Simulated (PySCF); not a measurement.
**[Nd(S2)2]−: other functionals and bases at one geometry**

How far do other levels of theory move the description of [Nd(S2)2]−, and what does each cost? The structure is generated, not taken from experiment.

The runs use PySCF 2.14.0; several levels, as the steps say, no spin–orbit coupling.

2 further runs of the same task are left out: 2 for a known fault of the program. Runs told in other sessions of the task aren't counted.

### Step 1. Starting geometry

5 atoms, charge -1, spin multiplicity 1.

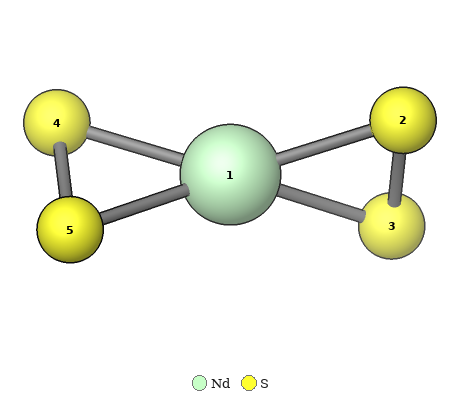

The structure; neodymium light green, sulfur yellow; atoms are numbered from 1 in the order of the file.

Coordinates:

| atom | x (Å) | y (Å) | z (Å) |
| --- | --- | --- | --- |
| Nd1 | 0.0000 | 0.0000 | 0.0000 |
| S2 | 0.7723 | 0.7723 | 2.4453 |
| S3 | -0.7723 | -0.7723 | 2.4453 |
| S4 | 0.7723 | -0.7723 | -2.4453 |
| S5 | -0.7723 | 0.7723 | -2.4453 |

Formal oxidation states: Nd +3. Each metal's 3 4f electrons lie in its core potential, so multiplicities, spins and levels count the valence alone. An earlier session relaxed this geometry at PBE, Nd lcecp-1-SVP with ECP49, S def2-SVP (singlet, point group D2d).

At PBE on the finer grid: E = -1625.777387 Eh, HOMO -0.23 eV, LUMO 1.36 eV, Mulliken charge on Nd1 +0.55 e, largest force component 0.002 eV/Å. 

Levels to run: CAM-B3LYP; BLYP; revPBE; TPSSh; PBE, TZVP. Hardware: 2 threads of Intel Xeon 6975P-C (Granite Rapids), shared host.

### Step 2. CAM-B3LYP

Contents of run.py (the lines that set the calculation):

```python
mol = gto.M(atom='''
Nd     0.00000     0.00000     0.00000
S      0.77235     0.77235     2.44528
S     -0.77235    -0.77235     2.44528
S      0.77235    -0.77235    -2.44528
S     -0.77235     0.77235    -2.44528''',
    basis={'Nd': 'lcecp-1-SVP', 'S': 'def2-SVP'},
    ecp={'Nd': 'lcecp-1-SVP'},
    charge=-1, spin=0)
mf = dft.RKS(mol, xc='CAMB3LYP')
mf.grids.atom_grid = (75, 302)  # f atoms: unpruned, at least (60, 302)
mf = mf.density_fit()  # fitting sets: Nd AutoAux, S def2-universal-JKFIT
mf.conv_tol = 1e-08; mf.max_cycle = 55
mf.kernel(dm0)  # dm0: the density of the relaxed state
```

Command:

```
$ OMP_NUM_THREADS=2 python run.py
```

The program printed:

```text
init E= -1626.41689665509
  HOMO = -0.091586147802454  LUMO = 0.107217331664827  gap/eV = 5.40972
cycle= 1 E= -1626.42236421921  delta_E= -0.00547  |g|= 0.0797  |ddm|= 0.348
  HOMO = -0.0869939150562693  LUMO = 0.0903900189459534  gap/eV = 4.82686
cycle= 2 E= -1626.42175991653  delta_E= 0.000604  |g|= 0.0885  |ddm|= 0.281
  HOMO = -0.0907266965612526  LUMO = 0.0987909061968111  gap/eV = 5.15704
cycle= 3 E= -1626.42469088128  delta_E= -0.00293  |g|= 0.00604  |ddm|= 0.147
  HOMO = -0.0908800753167971  LUMO = 0.0983570997258951  gap/eV = 5.14941
cycle= 4 E= -1626.42471327848  delta_E= -2.24e-05  |g|= 0.00174  |ddm|= 0.0152
  HOMO = -0.0909407572840178  LUMO = 0.0982433766410544  gap/eV = 5.14796
cycle= 5 E= -1626.42471579995  delta_E= -2.52e-06  |g|= 0.000409  |ddm|= 0.00557
  HOMO = -0.0909373053425875  LUMO = 0.0982460146576294  gap/eV = 5.14794
cycle= 6 E= -1626.42471609709  delta_E= -2.97e-07  |g|= 0.000158  |ddm|= 0.00204
  HOMO = -0.0909642687870992  LUMO = 0.0982329150187979  gap/eV = 5.14832
cycle= 7 E= -1626.42471612474  delta_E= -2.76e-08  |g|= 3.04e-05  |ddm|= 0.000642
  HOMO = -0.0909599643249244  LUMO = 0.0982365550344362  gap/eV = 5.14830
cycle= 8 E= -1626.42471612556  delta_E= -8.26e-10  |g|= 6.18e-06  |ddm|= 0.000104
  HOMO = -0.0909604207084809  LUMO = 0.0982359290071706  gap/eV = 5.14829
Extra cycle  E= -1626.42471612562  delta_E= -5.57e-11  |g|= 2.67e-06  |ddm|= 2.66e-05
converged SCF energy = -1626.42471612562
```

Wall time 6.1 s (2 threads of Intel Xeon 6975P-C (Granite Rapids), shared host).

Read off: E = -1626.424716 Eh, HOMO -2.48 eV, LUMO 2.67 eV, Mulliken charge on Nd1 +0.66 e, largest force component 0.103 eV/Å. 

### Step 3. BLYP

run.py (the lines that set the calculation), as its differences from that of step 2:

```diff
@@ -9,3 +9,3 @@
     charge=-1, spin=0)
-mf = dft.RKS(mol, xc='CAMB3LYP')
+mf = dft.RKS(mol, xc='BLYP')
 mf.grids.atom_grid = (75, 302)  # f atoms: unpruned, at least (60, 302)
```

Command:

```
$ OMP_NUM_THREADS=2 python run.py
```

The program printed:

```text
init E= -1626.39279866177
  HOMO = -0.000711114634299466  LUMO = 0.0544302627648108  gap/eV = 1.50047
cycle= 1 E= -1626.39359857248  delta_E= -0.0008  |g|= 0.0356  |ddm|= 0.204
  HOMO = 0.00447495819391102  LUMO = 0.0511281797686962  gap/eV = 1.26950
cycle= 2 E= -1626.39109221185  delta_E= 0.00251  |g|= 0.0858  |ddm|= 0.178
  HOMO = 0.00146512761294234  LUMO = 0.0549184388598292  gap/eV = 1.45454
cycle= 3 E= -1626.39396443208  delta_E= -0.00287  |g|= 0.0126  |ddm|= 0.146
  HOMO = 0.000791101773014271  LUMO = 0.0537528656875566  gap/eV = 1.44116
cycle= 4 E= -1626.39402983717  delta_E= -6.54e-05  |g|= 0.00133  |ddm|= 0.0228
  HOMO = 0.000899453862939337  LUMO = 0.0537886851976204  gap/eV = 1.43919
cycle= 5 E= -1626.39403041115  delta_E= -5.74e-07  |g|= 0.000274  |ddm|= 0.0022
  HOMO = 0.000899720936357189  LUMO = 0.0537882936315484  gap/eV = 1.43917
cycle= 6 E= -1626.39403043209  delta_E= -2.09e-08  |g|= 9.46e-05  |ddm|= 0.000387
  HOMO = 0.000902490740131955  LUMO = 0.0537960441961083  gap/eV = 1.43931
cycle= 7 E= -1626.3940304359  delta_E= -3.81e-09  |g|= 9.11e-06  |ddm|= 0.000169
  HOMO = 0.000900932879644181  LUMO = 0.0537960870070506  gap/eV = 1.43935
Extra cycle  E= -1626.39403043584  delta_E= 6.14e-11  |g|= 1.57e-05  |ddm|= 3.48e-05
converged SCF energy = -1626.39403043584
```

It took 4.6 s on 2 threads of Intel Xeon 6975P-C (Granite Rapids), shared host.

It gives: E = -1626.394030 Eh, HOMO 0.02 eV, LUMO 1.46 eV, Mulliken charge on Nd1 +0.46 e, largest force component 0.346 eV/Å. The highest filled level lies above zero; it isn't the detachment energy.

### Step 4. revPBE

run.py (the lines that set the calculation), as its differences from that of step 3:

```diff
@@ -9,3 +9,3 @@
     charge=-1, spin=0)
-mf = dft.RKS(mol, xc='BLYP')
+mf = dft.RKS(mol, xc='PBE_R,PBE')
 mf.grids.atom_grid = (75, 302)  # f atoms: unpruned, at least (60, 302)
```

Command:

```
$ OMP_NUM_THREADS=2 python run.py
```

The program printed:

```text
init E= -1626.18850244577
  HOMO = -0.00784042484504217  LUMO = 0.0551019883432957  gap/eV = 1.71275
cycle= 1 E= -1626.18869856044  delta_E= -0.000196  |g|= 0.00748  |ddm|= 0.0759
  HOMO = -0.00732711200482859  LUMO = 0.0537051343716897  gap/eV = 1.66077
cycle= 2 E= -1626.18858129453  delta_E= 0.000117  |g|= 0.0184  |ddm|= 0.0384
  HOMO = -0.0076505297394542  LUMO = 0.0547103568946454  gap/eV = 1.69693
cycle= 3 E= -1626.18872080399  delta_E= -0.00014  |g|= 0.00158  |ddm|= 0.0301
  HOMO = -0.0075683265539251  LUMO = 0.0546913947758085  gap/eV = 1.69417
cycle= 4 E= -1626.18872154244  delta_E= -7.38e-07  |g|= 0.000543  |ddm|= 0.00297
  HOMO = -0.00761104755323206  LUMO = 0.0546822651111789  gap/eV = 1.69509
cycle= 5 E= -1626.18872164064  delta_E= -9.82e-08  |g|= 7.14e-05  |ddm|= 0.000784
  HOMO = -0.00760555535302404  LUMO = 0.0546909585233948  gap/eV = 1.69517
cycle= 6 E= -1626.18872164265  delta_E= -2.01e-09  |g|= 1.25e-05  |ddm|= 0.000156
  HOMO = -0.00760378935635503  LUMO = 0.0546892068270459  gap/eV = 1.69508
Extra cycle  E= -1626.1887216424  delta_E= 2.56e-10  |g|= 2.79e-05  |ddm|= 6.74e-05
converged SCF energy = -1626.1887216424
```

Wall time 4.4 s (2 threads of Intel Xeon 6975P-C (Granite Rapids), shared host).

Read off: E = -1626.188722 Eh, HOMO -0.21 eV, LUMO 1.49 eV, Mulliken charge on Nd1 +0.60 e, largest force component 0.085 eV/Å. 

### Step 5. TPSSh

run.py (the lines that set the calculation), as its differences from that of step 4:

```diff
@@ -9,3 +9,3 @@
     charge=-1, spin=0)
-mf = dft.RKS(mol, xc='PBE_R,PBE')
+mf = dft.RKS(mol, xc='TPSSH')
 mf.grids.atom_grid = (75, 302)  # f atoms: unpruned, at least (60, 302)
```

Command:

```
$ OMP_NUM_THREADS=2 python run.py
```

The program printed:

```text
init E= -1626.51146236023
  HOMO = -0.0302631592486509  LUMO = 0.0704916223890883  gap/eV = 2.74168
cycle= 1 E= -1626.51223255808  delta_E= -0.00077  |g|= 0.0714  |ddm|= 0.297
  HOMO = -0.0266627734344534  LUMO = 0.0540772033490964  gap/eV = 2.19705
cycle= 2 E= -1626.50349733505  delta_E= 0.00874  |g|= 0.165  |ddm|= 0.375
  HOMO = -0.0298045251213036  LUMO = 0.0643860285131126  gap/eV = 2.56306
cycle= 3 E= -1626.51436363415  delta_E= -0.0109  |g|= 0.00356  |ddm|= 0.255
  HOMO = -0.0293992474276478  LUMO = 0.0647589950756675  gap/eV = 2.56218
cycle= 4 E= -1626.51436737842  delta_E= -3.74e-06  |g|= 0.00127  |ddm|= 0.0068
  HOMO = -0.0294579716214692  LUMO = 0.0647592495532763  gap/eV = 2.56378
cycle= 5 E= -1626.51436788114  delta_E= -5.03e-07  |g|= 0.000161  |ddm|= 0.00161
  HOMO = -0.0294553958378205  LUMO = 0.0647522918676557  gap/eV = 2.56352
cycle= 6 E= -1626.51436789029  delta_E= -9.15e-09  |g|= 2.99e-05  |ddm|= 0.000298
  HOMO = -0.0294578171198042  LUMO = 0.0647463612401715  gap/eV = 2.56343
Extra cycle  E= -1626.51436788978  delta_E= 5.16e-10  |g|= 4.68e-05  |ddm|= 0.000112
converged SCF energy = -1626.51436788978
```

It took 5.9 s on 2 threads of Intel Xeon 6975P-C (Granite Rapids), shared host.

Result: E = -1626.514368 Eh, HOMO -0.80 eV, LUMO 1.76 eV, Mulliken charge on Nd1 +0.75 e, largest force component 0.021 eV/Å. 

### Step 6. PBE, TZVP

Basis: Nd lcecp-1-TZVP with ECP49, S def2-TZVP. 

Contents of run.py (the lines that set the calculation):

```python
mol = gto.M(atom='''
Nd     0.00000     0.00000     0.00000
S      0.77235     0.77235     2.44528
S     -0.77235    -0.77235     2.44528
S      0.77235    -0.77235    -2.44528
S     -0.77235     0.77235    -2.44528''',
    basis={'Nd': 'lcecp-1-TZVP', 'S': 'def2-TZVP'},
    ecp={'Nd': 'lcecp-1-TZVP'},
    charge=-1, spin=0)
mf = dft.RKS(mol, xc='PBE')
mf.grids.atom_grid = (75, 302)  # f atoms: unpruned, at least (60, 302)
mf = mf.density_fit()  # fitting sets: Nd AutoAux, S def2-universal-JKFIT
mf.conv_tol = 1e-08; mf.max_cycle = 55
mf.kernel(dm0)  # dm0: free metal ions and neutral atoms
```

Command:

```
$ OMP_NUM_THREADS=2 python run.py
```

The program printed:

```text
init E= -1654.10554744823
  HOMO = 0.0464146141039424  LUMO = 0.0522807100660071  gap/eV = 0.15962
cycle= 1 E= -1624.38796637054  delta_E= 29.7  |g|= 3.48  |ddm|= 3.56
  HOMO = -0.164549428270032  LUMO = -0.155819145329244  gap/eV = 0.23756
cycle= 2 E= -1615.30985267204  delta_E= 9.08  |g|= 5.33  |ddm|=  6.8
  HOMO = -0.083006285196825  LUMO = -0.0662465471310821  gap/eV = 0.45606
cycle= 3 E= -1622.49780396773  delta_E= -7.19  |g|= 3.39  |ddm|= 6.65
  HOMO = -0.0451294078839271  LUMO = 0.0642225156778605  gap/eV = 2.97562
cycle= 4 E= -1626.28942851066  delta_E= -3.79  |g|= 0.402  |ddm|= 3.03
  HOMO = -0.0159684534214535  LUMO = 0.0299783496452194  gap/eV = 1.25028
cycle= 5 E= -1626.31483162856  delta_E= -0.0254  |g|= 0.285  |ddm|= 0.796
  HOMO = -0.0173409521710403  LUMO = 0.0411017475155093  gap/eV = 1.59031
cycle= 6 E= -1626.34152887492  delta_E= -0.0267  |g|= 0.0801  |ddm|= 0.276
  HOMO = -0.0219234895501506  LUMO = 0.0416188805696083  gap/eV = 1.72908
cycle= 7 E= -1626.34364958273  delta_E= -0.00212  |g|= 0.0154  |ddm|= 0.086
  HOMO = -0.0201053485837715  LUMO = 0.0435840773230673  gap/eV = 1.73308
cycle= 8 E= -1626.34370999534  delta_E= -6.04e-05  |g|= 0.00741  |ddm|= 0.0248
  HOMO = -0.0205682669750435  LUMO = 0.0430752651579532  gap/eV = 1.73183
cycle= 9 E= -1626.34372871324  delta_E= -1.87e-05  |g|= 0.000999  |ddm|= 0.00774
  HOMO = -0.0206233030234936  LUMO = 0.0429888941137495  gap/eV = 1.73098
cycle= 10 E= -1626.34372905686  delta_E= -3.44e-07  |g|= 6.5e-05  |ddm|= 0.00196
  HOMO = -0.0206195870675089  LUMO = 0.0429916194627511  gap/eV = 1.73095
cycle= 11 E= -1626.34372905776  delta_E= -9.03e-10  |g|= 1.84e-05  |ddm|= 0.000108
  HOMO = -0.0206211708320449  LUMO = 0.0429872625290231  gap/eV = 1.73087
Extra cycle  E= -1626.34372905717  delta_E= 5.9e-10  |g|= 4.32e-05  |ddm|= 7.22e-05
converged SCF energy = -1626.34372905717
```

It took 13 s on 2 threads of Intel Xeon 6975P-C (Granite Rapids), shared host.

It gives: E = -1626.343729 Eh, HOMO -0.56 eV, LUMO 1.17 eV, Mulliken charge on Nd1 +1.06 e, largest force component 0.333 eV/Å. 

### Step 7. All levels side by side

| level | state | HOMO (eV) | gap (eV) | charge on Nd1 (e) | dipole (D) | largest force component (eV/Å) | basis functions | time |
| --- | --- | --- | --- | --- | --- | --- | --- | --- |
| PBE (relaxed here) | singlet | -0.23 | 1.59 | 0.55 | 0.00 | 0.00 | 105 | 9.9 s |
| CAM-B3LYP | singlet | -2.48 | 5.15 | 0.66 | 0.00 | 0.10 | 105 | 6.1 s |
| BLYP | singlet | 0.02 | 1.44 | 0.46 | 0.00 | 0.35 | 105 | 4.6 s |
| revPBE | singlet | -0.21 | 1.70 | 0.60 | 0.00 | 0.08 | 105 | 4.4 s |
| TPSSh | singlet | -0.80 | 2.56 | 0.75 | 0.00 | 0.02 | 105 | 5.9 s |
| PBE, TZVP | singlet | -0.56 | 1.73 | 1.06 | 0.00 | 0.33 | 195 | 13 s |

Times are on 2 threads of Intel Xeon 6975P-C (Granite Rapids), shared host; the first row also made further properties. The dipole of a charged species depends on the origin, so these sizes hold for this origin alone.

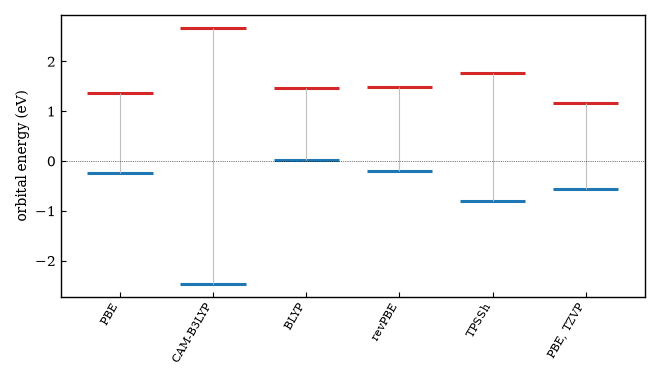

Highest filled and lowest empty level, method by method.

In one basis the HOMO–LUMO gap runs from 1.44 eV (BLYP) to 5.15 eV (CAM-B3LYP). The largest leftover force, 0.35 eV/Å with BLYP, stands at a geometry relaxed at another level. The Mulliken charge on Nd spans +0.46 to +1.06 e over the levels. With 4f in the core, its levels are missing from HOMO and gap, and its count is fixed, so no charge can pass from the ligands into it. Total energies of different levels can't be compared. Spin–orbit coupling is left out throughout.
